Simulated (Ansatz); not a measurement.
# Calculations on SiH$_{2}$ClF$_{3}$

**1. Relaxation**

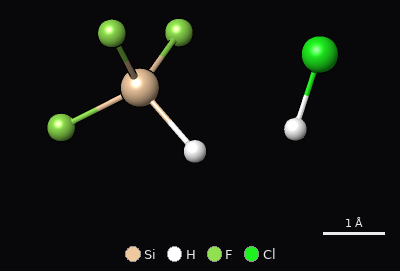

This is the input geometry for a relaxation of SiH$_{2}$ClF$_{3}$. A ball-and-stick model, seen from a free direction.

The run prepares an end point of a later path (reaction) calculation, from a guessed geometry.

All numbers below come from RHF/def2-SVP (Ansatz 0.2.0).

The input:
```yaml
crystal:
  periodic: [false, false, false]
  atoms:
    - { symbol: Si, position_ang: [0.200821, 0.0, -0.108986] }
    - { symbol: H, position_ang: [0.041879, 0.0, 1.337812] }
    - { symbol: F, position_ang: [1.744686, 0.0, -0.463686] }
    - { symbol: F, position_ang: [-0.430039, 1.291531, -0.763308] }
    - { symbol: F, position_ang: [-0.430039, -1.291531, -0.763308] }
    - { symbol: Cl, position_ang: [-2.74801, 0.0, 1.455808] }
    - { symbol: H, position_ang: [-1.637797, 0.0, 2.164967] }
basis:
  gaussian: { orbitals: def2-SVP }
hamiltonian:
  xc: hf
relax:
  f_tol: 0.03
  max_steps: 50
output:
  orbitals: {}
```

Launched with:
```bash
ansatz run input.yaml --threads 1 --pin off --max-ram 2048MiB --backend cpu --events-out ev --progress --plain --runs-dir out
```

**What does the optimiser find from here?**

Over 11 accepted moves (12 points after the start) the energy falls by 25.5 kJ/mol. Largest force component: 1.6 eV/Å at the start, 0.021 eV/Å at the end. The line search rejected the trial step at point 6 of the run. The forces were under the threshold at step 9, but the run went on from there. The atom that moves furthest after the best rigid fit is H7 (1.25 Å). Largest moves by element: H 1.25 Å, F 0.47 Å, Si 0.30 Å, Cl 0.21 Å. Some distances before and after: Cl6–H7 1.317 → 1.273 Å, Si1–H2 1.456 → 1.447 Å.

History of the run:

| step | E − E(0), kJ/mol | largest force component, eV/Å | note |
| --- | --- | --- | --- |
| 0 | 0.00 | 1.5889 |  |
| 1 | -14.52 | 0.6398 |  |
| 2 | -19.32 | 0.3760 |  |
| 3 | -22.37 | 0.1491 |  |
| 4 | -24.05 | 0.1205 |  |
| 5 | -25.01 | 0.1559 |  |
| 6 | -24.02 | 0.8901 | rejected |
| 7 | -25.30 | 0.0352 |  |
| 8 | -25.33 | 0.2616 |  |
| 9 | -25.50 | 0.0196 |  |
| 10 | -25.51 | 0.0181 |  |
| 11 | -25.51 | 0.0484 |  |
| 12 | -25.52 | 0.0206 |  |

Final geometry:

```xyz
7

Si    0.4679    0.0000   -0.2528
H     0.5666    0.0000    1.1912
F     1.9140    0.0000   -0.9019
F    -0.2906    1.2823   -0.7858
F    -0.2906   -1.2823   -0.7858
Cl   -2.9277    0.0000    1.5713
H    -2.6981    0.0000    2.8232
```

The end point in the same view:

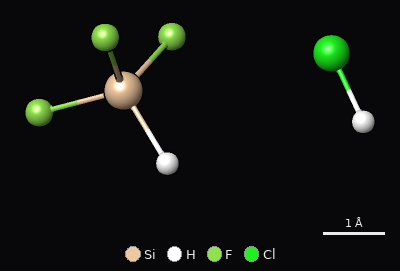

Limits of the set-up: Hartree-Fock leaves out electron correlation.

**2. Relaxation**

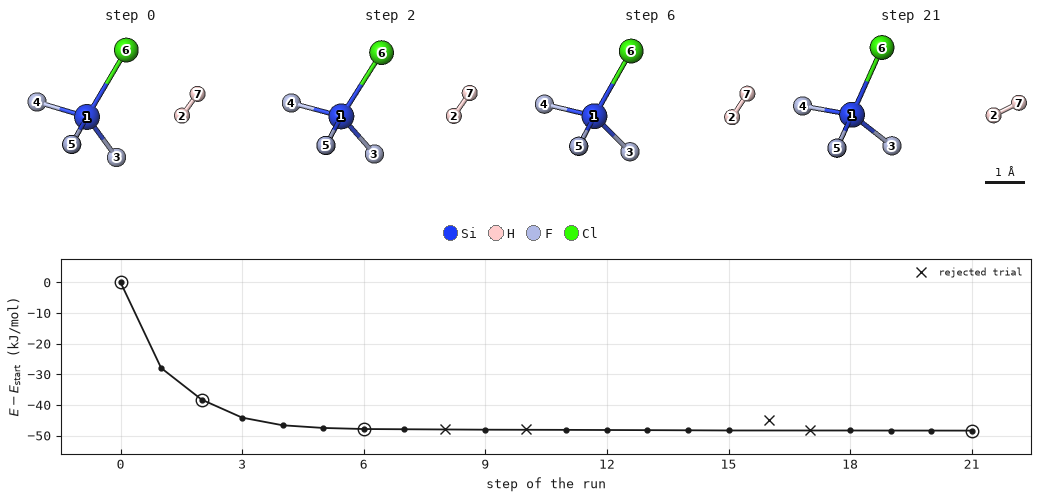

Frames of a relaxation of SiH$_{2}$ClF$_{3}$, marked on the history of the run. A ball-and-stick model, seen at a tilt.

The run prepares an end point of a later path (reaction) calculation, from a guessed geometry.

Computed with RHF/def2-SVP in Ansatz 0.2.0. (no spin polarisation; force threshold 0.03 eV/Å; at most 50 steps)

**Describe the path.**

H7 moves most after the best rigid fit: 1.25 Å. Largest moves by element: H 1.25 Å, Cl 0.71 Å, Si 0.44 Å, F 0.41 Å. Among the contacts that change: Si1–Cl6 2.080 → 2.007 Å, H2–H7 0.708 → 0.746 Å. Among the angles between lasting bonds that change: F3–Si1–Cl6 116.7° → 110.5°, F4–Si1–Cl6 108.3° → 110.6°. The energy falls by 48.4 kJ/mol in 17 accepted moves (21 points after the start). Largest force component: 1.4 eV/Å at the start, 0.018 eV/Å at the end. The line search rejected the trial steps at points 8, 10, 16, 17 of the run. The forces were under the threshold at step 9, but the run went on from there. From step 0 to 2: H atoms move most (0.34 Å), energy −38.2 kJ/mol. From step 2 to 6: H2 moves most (0.53 Å), energy −9.60 kJ/mol. From step 6 to 21: H7 moves most (0.44 Å), energy −0.52 kJ/mol.

Limits of the set-up: Hartree-Fock leaves out electron correlation.

**3. Path**

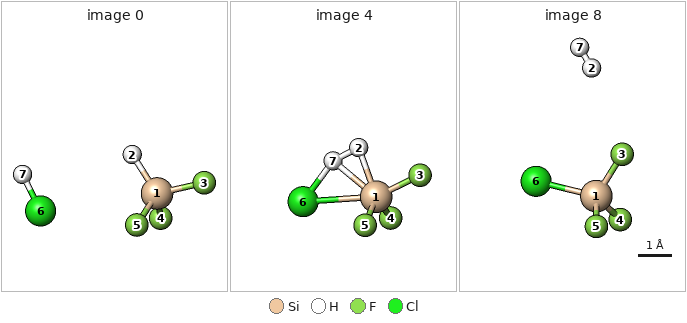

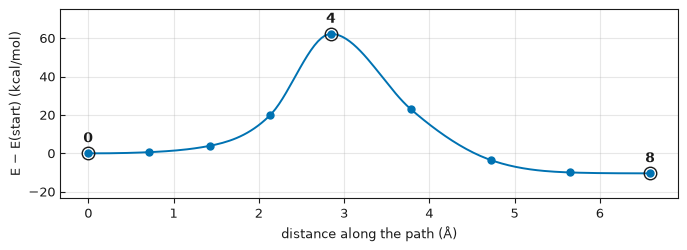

A nudged-elastic-band calculation for SiH$_{2}$ClF$_{3}$, made up at the start of SiHF$_{3}$ and HCl. Images are numbered from 0 (start) to 8 (end). Style: ball-and-stick. Shown at a tilt.

These are results of Ansatz 0.2.0, RHF/def2-SVP, not measurements. Settings: 7 movable images; climbing image; force threshold 0.05 eV/Å; iteration limit 60; starting path through a guess of the saddle point.

Q: Read off the barrier and say what moves.

A: The energy climbs by 62.2 kcal/mol to image 4 and then falls by 72.7 kcal/mol, so the end point sits at −10.4 kcal/mol. Breaking: Cl6–H7 (1.27 → 1.63 at the top → 4.47 Å), Si1–H2 (1.45 → 1.63 at the top → 4.01 Å). Forming: H2–H7 (3.65 → 0.94 at the top → 0.75 Å), Si1–Cl6 (3.85 → 2.39 at the top → 2.01 Å). The band converged in 21 iterations, with a climbing image at the top. At the top, the vibrational analysis gives one imaginary mode (1338i cm⁻¹), as a transition state must have.

Limits of the set-up: the start holds two separate molecules, 3.5 Å apart at their closest, whose relative position is a soft coordinate and is computed without a dispersion correction; Hartree-Fock leaves out electron correlation.
